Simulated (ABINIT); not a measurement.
# MgS (Niningerite): a self-consistent loop beyond G0W0, cycle by cycle, part 3 of 3

How far does self-consistency move the gap of MgS (Niningerite)?

ABINIT 10.8.3; LDA and many-body steps on it, plane waves. Known limits of the many-body steps: not at the basis limit; coarse k mesh.

So far. Step 11 (evGW, cycle 1): Against G0W0 in ABINIT (4×4×4 mesh, 50 bands, screening to 130.6 eV, Godby-Needs plasmon pole), the gap moves by +0.576 eV. Step 14 (evGW, cycle 2): Against the cycle before, the gap moves by +0.045 eV.

### 15. Screening, 4×4×4 mesh, 50 bands, screening to 130.6 eV

This step: RPA screening on LDA, plane waves, norm-conserving pseudopotentials.

Input file run.abi:

```
acell 3*1.0 Angstrom
rprim 
  0.000000000000 2.601650000000 2.601650000000
  2.601650000000 0.000000000000 2.601650000000
  2.601650000000 2.601650000000 0.000000000000
ntypat 2
znucl 12 16
natom 2
typat 1 2
xred 
  0.000000000000 0.000000000000 0.000000000000
  0.500000000000 0.500000000000 0.500000000000
pp_dirpath "pseudos"
pseudos "Mg.upf, S.upf"
ecut 38
ngkpt 4 4 4
nshiftk 1
shiftk 0 0 0
kptopt 1
chksymbreak 0
istwfk *1
occopt 1
irdwfk 1
optdriver 3
nband 50
ecuteps 4.8
inclvkb 2
awtr 1
symchi 1
gwcalctyp 10
mbpt_sciss 2.406 eV
nqptdm 1
qptdm 
  0 0 0
indata_prefix "in"
outdata_prefix "out"
tmpdata_prefix "tmp"
```

Run with:

```sh
$ OMP_NUM_THREADS=1 mpirun -n 4 abinit run.abi > log
```

Numbers of over 12 decimals in the logs are rounded to 6 here.

The program printed:

```text
.Version 10.8.3 of ABINIT. v10.8.2 released Aug 2026.

 Symmetries : space group Fm -3 m (#225); Bravais cF (face-center cubic)
[... echo of the input left out ...]
== DATASET  1 ==================================================================
-   mpi_nproc: 4, omp_nthreads: 1 (-1 if OMP is not activated)

--- !DatasetInfo
iteration_state: {dtset: 1, }
dimensions: {natom: 2, nkpt: 8, mband: 50, nsppol: 1, nspinor: 1, nspden: 1, mpw: 2698, }
cutoff_energies: {ecut:  38.0, pawecutdg:  -1.0, }
[...]
[... chi0 elements left out ...]
 For q-point:  0.000010 0.000020 0.000030
  dielectric constant =   5.0315
  dielectric constant without local fields =   5.6504

  Average fulfillment of the sum rule on Im[epsilon] for q-point    1 :     52.40  [%]
[... wings left out ...]
== END DATASET(S) ==============================================================
================================================================================

 -outvars: echo values of variables after computation  --------
           etotal      0.0000000000E+00
            nband          50
             nkpt           8
          spgroup         225
 [... the other variables as echoed above ...]

 Calculation completed.
```

Wall time 2.2 s (4 MPI ranks of Arm Neoverse V2, shared host); peak memory 0.13 GiB.

Numbers from this step:

```
ε∞ with local fields, on this mesh, along the program's q direction : 5.032
the same without local fields                                       : 5.650
plasma frequency                                                    : 25.03 eV
plane waves in the screening matrix                                 : 113
```

This screening uses the functional's bands under a rigid shift, the mean opening of the cycle before.

### 16. Screening, 4×4×4 mesh, 50 bands, screening to 130.6 eV

This step: RPA screening on LDA from quasiparticle energies, plane waves, norm-conserving pseudopotentials.

run.abi: that of step 15 with these lines changed.

```diff
@@ -29,7 +29,13 @@
 symchi 1
+irdqps 1
 gwcalctyp 10
-mbpt_sciss 2.406 eV
-nqptdm 1
+nqptdm 7
 qptdm 
-  0 0 0
+  0.2500000000 0.0000000000 0.0000000000
+  0.5000000000 0.0000000000 0.0000000000
+  0.2500000000 0.2500000000 0.0000000000
+  0.5000000000 0.2500000000 0.0000000000
+  -0.2500000000 0.2500000000 0.0000000000
+  0.5000000000 0.5000000000 0.0000000000
+  -0.2500000000 0.5000000000 0.2500000000
 indata_prefix "in"
```

Input file mrgscr.stdin:

```
2
merged
q0_SCR
out_SCR
1
```

Run with:

```sh
$ OMP_NUM_THREADS=1 mpirun -n 4 abinit run.abi > log; mrgscr < mrgscr.stdin
```

The program printed:

```text
.Version 10.8.3 of ABINIT. v10.8.2 released Aug 2026.

 Symmetries : space group Fm -3 m (#225); Bravais cF (face-center cubic)
[... echo of the input left out ...]
== DATASET  1 ==================================================================
-   mpi_nproc: 4, omp_nthreads: 1 (-1 if OMP is not activated)

--- !DatasetInfo
iteration_state: {dtset: 1, }
dimensions: {natom: 2, nkpt: 8, mband: 50, nsppol: 1, nspinor: 1, nspden: 1, mpw: 2698, }
cutoff_energies: {ecut:  38.0, pawecutdg:  -1.0, }
[...]
q-point number  1        q = ( 0.250000, 0.000000, 0.000000) [r.l.u.]
--------------------------------------------------------------------------------
[... chi0 elements left out ...]
  Average fulfillment of the sum rule on Im[epsilon] for q-point    2 :     70.17  [%]

--------------------------------------------------------------------------------
  q-point number  2        q = ( 0.500000, 0.000000, 0.000000) [r.l.u.]
--------------------------------------------------------------------------------
[... chi0 elements left out ...]
  Average fulfillment of the sum rule on Im[epsilon] for q-point    3 :     62.71  [%]

 [... 5 further q-points ...]
```

Wall time 4.1 s (4 MPI ranks); peak memory 0.46 GiB.

This step gave:

| Quantity | Value |
| --- | --- |
| plasma frequency | 25.03 eV |
| plane waves in the screening matrix | 113 |

This screening reads the quasiparticle levels of the cycle before.

### 17. evGW, cycle 3

This step: evGW on LDA, plane waves, norm-conserving pseudopotentials.

run.abi: that of step 16 with these lines changed.

```diff
@@ -23,12 +23,10 @@
 irdwfk 1
-optdriver 3
+optdriver 4
 nband 50
-ecuteps 4.8
-inclvkb 2
-awtr 1
-symchi 1
-irdqps 1
 gwcalctyp 10
-nqptdm 7
-qptdm 
+ecutsigx 38
+symsigma 1
+nkptgw 8
+kptgw 
+  0.0000000000 0.0000000000 0.0000000000
   0.2500000000 0.0000000000 0.0000000000
@@ -40,2 +38,15 @@
   -0.2500000000 0.5000000000 0.2500000000
+bdgw 
+  1 22
+  1 22
+  1 22
+  1 22
+  1 22
+  1 22
+  1 22
+  1 22
+ecuteps 4.8
+irdscr 1
+ppmodel 1
+irdqps 1
 indata_prefix "in"
```

Run with:

```sh
$ OMP_NUM_THREADS=1 mpirun -n 4 abinit run.abi > log
```

The program printed:

```text
.Version 10.8.3 of ABINIT. v10.8.2 released Aug 2026.

 Symmetries : space group Fm -3 m (#225); Bravais cF (face-center cubic)
[... echo of the input left out ...]
== DATASET  1 ==================================================================
-   mpi_nproc: 4, omp_nthreads: 1 (-1 if OMP is not activated)

--- !DatasetInfo
iteration_state: {dtset: 1, }
dimensions: {natom: 2, nkpt: 8, mband: 50, nsppol: 1, nspinor: 1, nspden: 1, mpw: 2698, }
cutoff_energies: {ecut:  38.0, pawecutdg:  -1.0, }
[...]
.  kptgw no:  3; Maximum DeltaE = (   1.057   0.372) for band index:  1
[...]
.  kptgw no:  7; Maximum DeltaE = (   0.954   0.717) for band index:  1
.  kptgw no:  8; Maximum DeltaE = (   1.006   0.644) for band index:  1

== END DATASET(S) ==============================================================
================================================================================

 -outvars: echo values of variables after computation  --------
           etotal      0.0000000000E+00
            nband          50
             nkpt           8
          spgroup         225
 [... the other variables as echoed above ...]

 Calculation completed.
```

Wall time 32 s (4 MPI ranks); peak memory 1.3 GiB; 2.1 min of CPU time.

Numbers from this step:

```yaml
quasiparticle_gap_on_the_mesh: 4.917 eV
gap_of_the_density_functional_on_the_mesh: 2.559 eV
k_of_the_valence_top: 0, 0, 0
k_of_the_conduction_bottom: 0.5, 0.5, 0
least_direct_quasiparticle_gap_on_the_computed_points: 5.754 eV
```

Against the cycle before, the gap moves by +0.006 eV.

### 18. The runs together

Times are wall times on 4 MPI ranks of Arm Neoverse V2, shared host, good to a factor of about two. A run's time includes the screening step that it read.

| run | mesh | bands | screening cutoff (eV) | DFT gap (eV) | gap on the mesh (eV) | direct (eV) | ε∞ used | time |
| --- | --- | --- | --- | --- | --- | --- | --- | --- |
| G0W0 | 4×4×4 | 50 | 130.6 | 2.559 | 4.290 | 5.110 | 6.56 | 7.4 s |
| evGW0, cycle 1 | 4×4×4 | 50 | 130.6 | 2.559 | 4.718 | 5.527 | 6.56 | 36 s |
| evGW0, cycle 2 | 4×4×4 | 50 | 130.6 | 2.559 | 4.507 | 5.336 | 6.56 | 37 s |
| evGW0, cycle 3 | 4×4×4 | 50 | 130.6 | 2.559 | 4.532 | 5.356 | 6.56 | 36 s |
| evGW0, cycle 4 | 4×4×4 | 50 | 130.6 | 2.559 | 4.527 | 5.353 | 6.56 | 36 s |
| evGW, cycle 1 | 4×4×4 | 50 | 130.6 | 2.559 | 4.866 | 5.702 | 5.23 | 38 s |
| evGW, cycle 2 | 4×4×4 | 50 | 130.6 | 2.559 | 4.911 | 5.748 | 5.05 | 39 s |
| evGW, cycle 3 | 4×4×4 | 50 | 130.6 | 2.559 | 4.917 | 5.754 | 5.03 | 38 s |

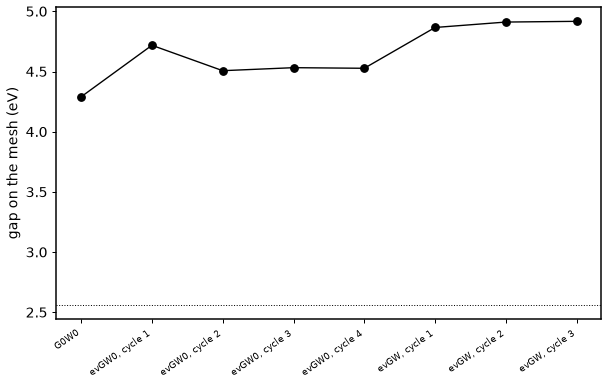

The gap through the cycles; the dotted line is the starting gap.

### 19. Outcome

```json
{
 "G0W0": "4.290 eV",
 "evGW0, cycle 1": "4.718 eV",
 "evGW0, cycle 2": "4.507 eV",
 "evGW0, cycle 3": "4.532 eV",
 "evGW0, cycle 4": "4.527 eV",
 "evGW, cycle 1": "4.866 eV",
 "evGW, cycle 2": "4.911 eV",
 "evGW, cycle 3": "4.917 eV",
 "known limits": "not at the basis limit; coarse k mesh"
}
```

**Reading.** Only the bands that the input lists are updated; the others, empty or deep, keep the functional's energies or take a rigid shift. The evGW loop starts from the last levels of evGW0, so its cycles and time come on top of those. evGW0 ends at 4.53 eV, +0.24 eV from G0W0, after 4 cycles that took 2.1 min beside the first screening; the last moved the gap by 0.005 eV. evGW ends at 4.92 eV, +0.63 eV from G0W0, after 3 cycles that took 1.9 min beside the first screening; the last moved the gap by 0.006 eV. The first cycle of evGW0 takes the full correction, without the factor Z, so it overshoots the one-shot value. Bands and cutoff are finite, so the gap is not at the basis limit. The miss can reach some tenths of an eV and take either sign; the mesh is an error of its own. The 4×4×4 mesh is coarse for this cell, which bears on the long-range parts of exchange and screening. In the updated screening the q = 0 part is built from Kohn-Sham bands under a rigid shift, the other q from the quasiparticle levels.

[Paths, hosts, dates, memory and timing lines, banners, echoed tables and standing remarks are left out of the program output.]

[Logs are printed without paths, hosts, clocks, repeated set-up lines and the standing remarks that a program may print on its own settings, such as how far it seeks lower states.]

[Runs of the session that timed out or met a known fault of the program may be left out.]

[Hosts, paths, dates, database ids (printed as entryN), source tags and the programs' standing remarks are cut or masked in the printed files.]

[G0W0 gaps are taken among the corrected bands and points alone; a level outside them can change the order at an edge.]

[Where Ansatz stands beside ABINIT at settings called matched, ABINIT's density can come from a denser mesh and the files from another edition; pairs whose starting gaps differed by over 0.03 eV were left out, so agreement reads better than it is.]
